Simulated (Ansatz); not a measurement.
# Run report: C2H5OS (charge +1), nudged elastic band

System: C2H5OS, charge +1.
Method: UKS PBE-D4/def2-SVP (Ansatz 0.2.0).

It belongs to a series of runs on one base structure; here: band between the two ends.

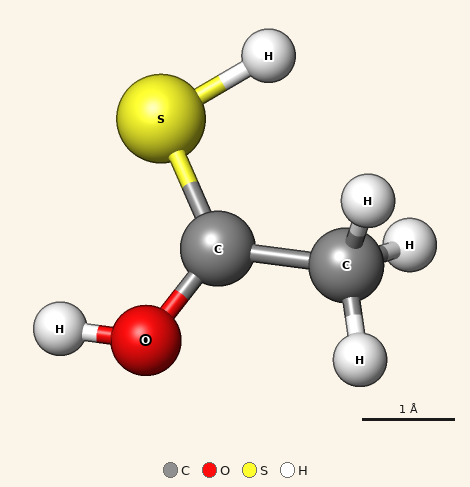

The input geometry (ball-and-stick view, seen at a tilt). Bond lengths as drawn: C–C 1.48 Å, C–H 1.11 Å, C–O 1.30 Å, C–S 1.72 Å, H–O 0.99 Å and H–S 1.37 Å.

## The input
```yaml
crystal:
  periodic: [false, false, false]
  atoms:
    - { symbol: C, position_ang: [0.213921, 0.804788, -0.631205] }
    - { symbol: C, position_ang: [0.018341, -0.460936, 0.114274] }
    - { symbol: O, position_ang: [0.55804, -1.516015, -0.414216] }
    - { symbol: S, position_ang: [-0.845358, -0.601961, 1.591204] }
    - { symbol: H, position_ang: [0.830165, 1.505838, -0.025752] }
    - { symbol: H, position_ang: [-0.758721, 1.305095, -0.821002] }
    - { symbol: H, position_ang: [0.728978, 0.59964, -1.587871] }
    - { symbol: H, position_ang: [0.43227, -2.357152, 0.089014] }
    - { symbol: H, position_ang: [-1.177646, 0.720704, 1.685564] }
total_charge: 1
magnetization:
  spin_polarized: true
basis:
  gaussian: { orbitals: def2-SVP }
hamiltonian:
  xc: pbe
  dispersion: d4
neb:
  order_check: false
  images: 5
  f_tol: 0.05
  max_iterations: 60
  final_atoms:
    - { symbol: C, position_ang: [0.21330887, 0.81709647, -0.61354947] }
    - { symbol: C, position_ang: [0.01805824, -0.44913807, 0.12748964] }
    - { symbol: O, position_ang: [0.70898052, -1.45983741, -0.30899358] }
    - { symbol: S, position_ang: [-0.99607192, -0.65067029, 1.49467806] }
    - { symbol: H, position_ang: [1.19653922, 1.24479024, -0.30612914] }
    - { symbol: H, position_ang: [-0.5761399, 1.563939, -0.42177097] }
    - { symbol: H, position_ang: [0.29354123, 0.5963225, -1.69816724] }
    - { symbol: H, position_ang: [0.60150769, -2.29649205, 0.20376688] }
    - { symbol: H, position_ang: [-1.45973394, 0.6339906, 1.52268582] }
  initial_path:
    images:
      - { positions_ang: [[0.213921, 0.804788, -0.631205], [0.018341, -0.460936, 0.114274], [0.55804, -1.516015, -0.414216], [-0.845358, -0.601961, 1.591204], [0.830165, 1.505838, -0.025752], [-0.758721, 1.305095, -0.821002], [0.728978, 0.59964, -1.587871], [0.43227, -2.357152, 0.089014], [-1.177646, 0.720704, 1.685564]] }
      - { positions_ang: [[0.18906067, 0.81191936, -0.59084058], [0.00091743, -0.45645452, 0.14425028], [0.53554798, -1.50584158, -0.38548278], [-0.8568395, -0.59293746, 1.61913224], [0.799468, 1.51117576, 0.01056007], [-0.77889058, 1.30774153, -0.77952612], [0.70173698, 0.61704241, -1.54472832], [0.42035715, -2.35272773, 0.10196596], [-1.01136814, 0.66008323, 1.42467925]] }
      - { positions_ang: [[0.16420034, 0.81905071, -0.55047616], [-0.01650614, -0.45197303, 0.17422657], [0.51305597, -1.49566815, -0.35674956], [-0.86832101, -0.58391391, 1.64706048], [0.76877101, 1.51651352, 0.04687214], [-0.79906015, 1.31038806, -0.73805025], [0.67449597, 0.63444481, -1.50158565], [0.4084443, -2.34830346, 0.11491791], [-0.84509029, 0.59946246, 1.16379451]] }
      - { positions_ang: [[0.13934001, 0.82618207, -0.51011174], [-0.03392972, -0.44749155, 0.20420285], [0.49056395, -1.48549473, -0.32801634], [-0.87980251, -0.57489037, 1.67498872], [0.73807401, 1.52185128, 0.08318421], [-0.81922973, 1.31303459, -0.69657437], [0.64725495, 0.65184722, -1.45844297], [0.39653146, -2.34387919, 0.12786987], [-0.67881243, 0.53884168, 0.90290976]] }
      - { positions_ang: [[0.16399629, 0.82315354, -0.54459098], [-0.0166004, -0.44804039, 0.17863178], [0.56336948, -1.47694229, -0.32167542], [-0.91855898, -0.60015034, 1.61488517], [0.89089575, 1.4294976, -0.04658691], [-0.73819978, 1.39666939, -0.60497324], [0.52935038, 0.63333898, -1.53835106], [0.46485687, -2.32808348, 0.15316887], [-0.9391196, 0.57055799, 1.10950178]] }
      - { positions_ang: [[0.18865258, 0.82012501, -0.57907023], [0.00072892, -0.44858923, 0.15306071], [0.636175, -1.46838985, -0.3153345], [-0.95731545, -0.62541031, 1.55478162], [1.04371748, 1.33714392, -0.17635802], [-0.65716984, 1.48030419, -0.51337211], [0.4114458, 0.61483074, -1.61825915], [0.53318228, -2.31228776, 0.17846788], [-1.19942677, 0.60227429, 1.3160938]] }
      - { positions_ang: [[0.21330887, 0.81709647, -0.61354947], [0.01805824, -0.44913807, 0.12748964], [0.70898052, -1.45983741, -0.30899358], [-0.99607192, -0.65067029, 1.49467806], [1.19653922, 1.24479024, -0.30612914], [-0.5761399, 1.563939, -0.42177097], [0.29354123, 0.5963225, -1.69816724], [0.60150769, -2.29649205, 0.20376688], [-1.45973394, 0.6339906, 1.52268582]] }
```

Run as:
```bash
ansatz run input.yaml --threads 2 --pin off --max-ram 3072MiB --backend cpu --events-out ev --progress --plain --runs-dir out
```

## The program's output
```
Engine: ansatz 0.2.0, aarch64-unknown-linux-gnu
Functional definition: PBE
  parameter kappa = 0.804
  parameter beta = 0.06672455060314922
  exchange = pbe_x(kappa = kappa, mu = beta*pi^2/3)
  correlation = pbe_c(beta = beta)
954 factors; their error is unknown
mean field evaluation 1: about -14990.7215 eV, gradient 7.0e1 eV
mean field evaluation 2: about -14812.1856 eV, gradient 1.7e2 eV
mean field evaluation 4: about -15010.0664 eV, gradient 3.3e1 eV
mean field evaluation 8: about -15014.3089 eV, gradient 1.4e-1 eV
mean field evaluation 16: about -15014.2612 eV, gradient 1.2e-3 eV
mean field -15014.26121617 eV, -551.7639226626 hartree, gradient 3.0e-5 eV, S^2 0.000000; 0 other end points of the search recorded, 0 dependent functions left out
the calculation of the forces begins
reference -15014.26124406 eV, -551.7639236874 hartree; 20, 20 occupied and 65, 65 virtual orbitals, 954 factors
954 factors; their error is unknown
mean field evaluation 32: about -15014.2661 eV, gradient 6.8e-3 eV
mean field -15014.26609793 eV, -551.7641020639 hartree, gradient 3.1e-5 eV, S^2 0.000000; 0 other end points of the search recorded, 0 dependent functions left out
[... from here on the field's lines of each further geometry are left out, up to the last ...]
NEB iter   1: max|band force component| = 3.394e0 eV/Å  barrier→ = 2.1150 eV  barrier← = 2.1197 eV  Δτ_max = 0.1969 Å  (218 SCF iters)
NEB iter   2: max|band force component| = 2.163e0 eV/Å  barrier→ = 1.3457 eV  barrier← = 1.3504 eV  Δτ_max = 0.1965 Å  (162 SCF iters)
NEB iter   3: max|band force component| = 1.037e0 eV/Å  barrier→ = 0.6417 eV  barrier← = 0.6464 eV  Δτ_max = 0.1956 Å  (155 SCF iters)
NEB iter   4: max|band force component| = 8.327e-1 eV/Å  barrier→ = 0.2788 eV  barrier← = 0.2835 eV  Δτ_max = 0.1986 Å  (154 SCF iters)
NEB iter   5: max|band force component| = 9.318e-1 eV/Å  barrier→ = 0.1097 eV  barrier← = 0.1143 eV  Δτ_max = 0.0993 Å  (154 SCF iters)
NEB iter   6: max|band force component| = 8.884e-1 eV/Å  barrier→ = 0.0509 eV  barrier← = 0.0555 eV  Δτ_max = 0.1984 Å  (148 SCF iters)
NEB iter   7: max|band force component| = 3.102e-1 eV/Å  barrier→ = 0.0020 eV  barrier← = 0.0066 eV  CI = image 4  Δτ_max = 0.0332 Å  (155 SCF iters)
NEB iter   8: max|band force component| = 1.137e-1 eV/Å  barrier→ = -0.0007 eV  barrier← = 0.0039 eV  CI = image 1  Δτ_max = 0.0192 Å  (157 SCF iters)
the calculation of the forces begins
reference -15014.26573230 eV, -551.7640886272 hartree; 20, 20 occupied and 65, 65 virtual orbitals, 954 factors
954 factors; their error is unknown
mean field evaluation 512: about -15014.2619 eV, gradient 1.1e-3 eV
mean field -15014.26188715 eV, -551.7639473207 hartree, gradient 1.3e-5 eV, S^2 0.000000; 1 other end points of the search recorded, 0 dependent functions left out
the calculation of the forces begins
reference -15014.26191491 eV, -551.7639483405 hartree; 20, 20 occupied and 65, 65 virtual orbitals, 954 factors
NEB iter   9: max|band force component| = 3.658e-2 eV/Å  barrier→ = -0.0006 eV  barrier← = 0.0040 eV  CI = image 1  Δτ_max = 0.0000 Å  (324 SCF iters)
```

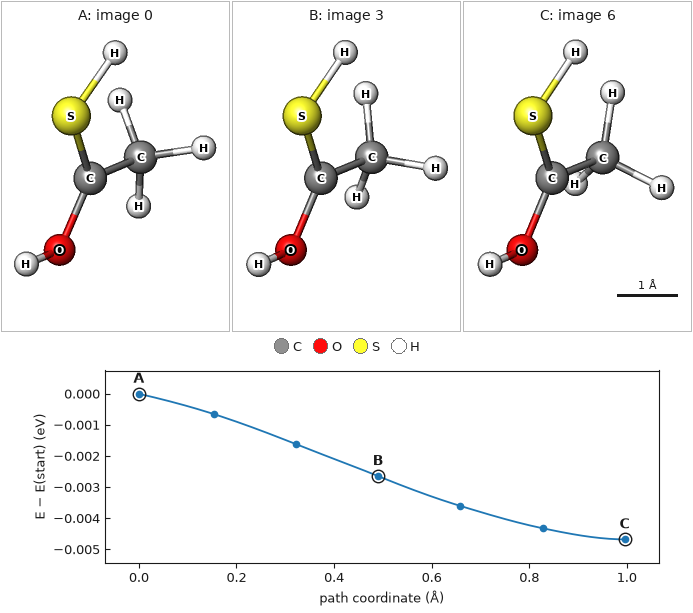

Images of the last band (counted from 0; ball-and-stick, seen at a tilt) above the energy along the path; the line is a cubic interpolation that uses the forces. No image lies above both ends; the end is 0.005 eV below the start. The path is 1.00 Å long. The band converged in 9 iterations.

```
Total energy: -15014.40221049 eV, -551.7691041080 hartree
Atom 0 at     0.216004     0.805440    -0.630378 Å, force     0.001408    -0.004175     0.000650 eV/Å
Atom 1 at     0.014429    -0.460463     0.112451 Å, force    -0.007069     0.004305     0.008452 eV/Å
Atom 2 at     0.580345    -1.510545    -0.398443 Å, force     0.010714    -0.004257    -0.004784 eV/Å
Atom 3 at    -0.876617    -0.608013     1.572506 Å, force     0.001274     0.004878    -0.005968 eV/Å
Atom 4 at     0.898597     1.466322    -0.049772 Å, force     0.000388    -0.002280    -0.000932 eV/Å
Atom 5 at    -0.739145     1.353036    -0.761187 Å, force     0.000057     0.002790     0.001517 eV/Å
Atom 6 at     0.677013     0.592975    -1.612898 Å, force    -0.003554     0.000875    -0.000532 eV/Å
Atom 7 at     0.460440    -2.348215     0.111657 Å, force    -0.004405     0.003327     0.002815 eV/Å
Atom 8 at    -1.231078     0.709464     1.656073 Å, force     0.001185    -0.005464    -0.001216 eV/Å
Dipole moment:    -0.031477     0.120116     0.047018 e Å
this run last wrote the band of iteration 9 to [file]
```

## The last band as extended XYZ (Å, eV, eV/Å)
```
9
Properties=species:S:1:pos:R:3:forces:R:3 image=0 energy=-15014.40153
C     0.2139    0.8048   -0.6312    0.0045  -0.0003   0.0059
C     0.0183   -0.4609    0.1143   -0.0085   0.0006  -0.0092
O     0.5580   -1.5160   -0.4142    0.0063  -0.0066  -0.0064
S    -0.8454   -0.6020    1.5912    0.0027   0.0047  -0.0018
H     0.8302    1.5058   -0.0258   -0.0018  -0.0041  -0.0033
H    -0.7587    1.3051   -0.8210    0.0038  -0.0015   0.0016
H     0.7290    0.5996   -1.5879   -0.0027   0.0020   0.0016
H     0.4323   -2.3572    0.0890   -0.0042   0.0132   0.0097
H    -1.1776    0.7207    1.6856   -0.0002  -0.0080   0.0018
9
Properties=species:S:1:pos:R:3:forces:R:3 image=1 energy=-15014.40218
C     0.2160    0.8054   -0.6304    0.0014  -0.0042   0.0006
C     0.0144   -0.4605    0.1125   -0.0071   0.0043   0.0085
O     0.5803   -1.5105   -0.3984    0.0107  -0.0043  -0.0048
S    -0.8766   -0.6080    1.5725    0.0013   0.0049  -0.0060
H     0.8986    1.4663   -0.0498    0.0004  -0.0023  -0.0009
H    -0.7391    1.3530   -0.7612    0.0001   0.0028   0.0015
H     0.6770    0.5930   -1.6129   -0.0036   0.0009  -0.0005
H     0.4604   -2.3482    0.1117   -0.0044   0.0033   0.0028
H    -1.2311    0.7095    1.6561    0.0012  -0.0055  -0.0012
9
Properties=species:S:1:pos:R:3:forces:R:3 image=2 energy=-15014.40315
C     0.2180    0.8049   -0.6300   -0.0001  -0.0045   0.0041
C     0.0126   -0.4592    0.1146   -0.0100   0.0139   0.0052
O     0.6104   -1.5029   -0.3725    0.0104  -0.0124  -0.0115
S    -0.9125   -0.6108    1.5522   -0.0021  -0.0021   0.0006
H     0.9678    1.4228   -0.0844    0.0030   0.0004  -0.0028
H    -0.7141    1.3988   -0.7002    0.0019   0.0016   0.0026
H     0.6179    0.5844   -1.6376   -0.0023  -0.0014  -0.0005
H     0.4927   -2.3385    0.1414   -0.0007   0.0063   0.0046
H    -1.2926    0.7003    1.6165   -0.0001  -0.0018  -0.0022
9
Properties=species:S:1:pos:R:3:forces:R:3 image=3 energy=-15014.40418
C     0.2194    0.8051   -0.6267    0.0008  -0.0115  -0.0125
C     0.0114   -0.4578    0.1187    0.0001   0.0335  -0.0088
O     0.6424   -1.4927   -0.3454    0.0114  -0.0182  -0.0163
S    -0.9501   -0.6157    1.5300   -0.0022  -0.0273   0.0119
H     1.0313    1.3801   -0.1242    0.0101   0.0051   0.0085
H    -0.6858    1.4404   -0.6398   -0.0046   0.0076   0.0045
H     0.5565    0.5792   -1.6566   -0.0038  -0.0054  -0.0004
H     0.5276   -2.3270    0.1705   -0.0013  -0.0008   0.0107
H    -1.3526    0.6884    1.5735   -0.0105   0.0169   0.0023
9
Properties=species:S:1:pos:R:3:forces:R:3 image=4 energy=-15014.40514
C     0.2134    0.8088   -0.6273   -0.0303  -0.0191   0.0258
C     0.0136   -0.4549    0.1198   -0.0249   0.0367   0.0170
O     0.6606   -1.4831   -0.3377    0.0127  -0.0252  -0.0130
S    -0.9538   -0.6263    1.5270    0.0097   0.0047  -0.0183
H     1.0924    1.3342   -0.1863    0.0132   0.0044  -0.0057
H    -0.6580    1.4858   -0.5626    0.0069  -0.0026   0.0025
H     0.4593    0.5815   -1.6829    0.0078  -0.0048  -0.0030
H     0.5533   -2.3169    0.1810    0.0026   0.0095  -0.0008
H    -1.3809    0.6709    1.5690    0.0023  -0.0035  -0.0045
9
Properties=species:S:1:pos:R:3:forces:R:3 image=5 energy=-15014.40585
C     0.2127    0.8138   -0.6185   -0.0026  -0.0035   0.0103
C     0.0149   -0.4523    0.1230   -0.0218   0.0062   0.0235
O     0.6860   -1.4699   -0.3249    0.0144  -0.0096  -0.0222
S    -0.9783   -0.6411    1.5088    0.0130  -0.0051  -0.0165
H     1.1471    1.2901   -0.2393    0.0062   0.0026  -0.0019
H    -0.6200    1.5273   -0.4894   -0.0013   0.0010   0.0013
H     0.3799    0.5903   -1.6911    0.0009  -0.0022  -0.0059
H     0.5813   -2.3077    0.1871   -0.0048   0.0046   0.0112
H    -1.4236    0.6495    1.5444   -0.0040   0.0061   0.0002
9
Properties=species:S:1:pos:R:3:forces:R:3 image=6 energy=-15014.40621
C     0.2133    0.8171   -0.6135    0.0069   0.0021  -0.0006
C     0.0181   -0.4491    0.1275    0.0086  -0.0077  -0.0006
O     0.7090   -1.4598   -0.3090   -0.0130   0.0140   0.0073
S    -0.9961   -0.6507    1.4947   -0.0036   0.0078  -0.0035
H     1.1965    1.2448   -0.3061   -0.0083  -0.0014  -0.0049
H    -0.5761    1.5639   -0.4218    0.0051  -0.0036  -0.0035
H     0.2935    0.5963   -1.6982   -0.0023   0.0038   0.0063
H     0.6015   -2.2965    0.2038    0.0054  -0.0089  -0.0021
H    -1.4597    0.6340    1.5227    0.0013  -0.0062   0.0017
```

## Summary

| quantity | value |
| --- | --- |
| outcome | converged |
| barrier, forward | −0.001 eV |
| barrier, backward | 0.004 eV |
| hardware | 2 threads of Arm Neoverse V1, 24 GiB of memory available, shared host |
| wall time | 100 s (CPU time 3.2 min) |
| peak memory | 0.14 GiB |

## Notes

The order of the saddle point was not checked.
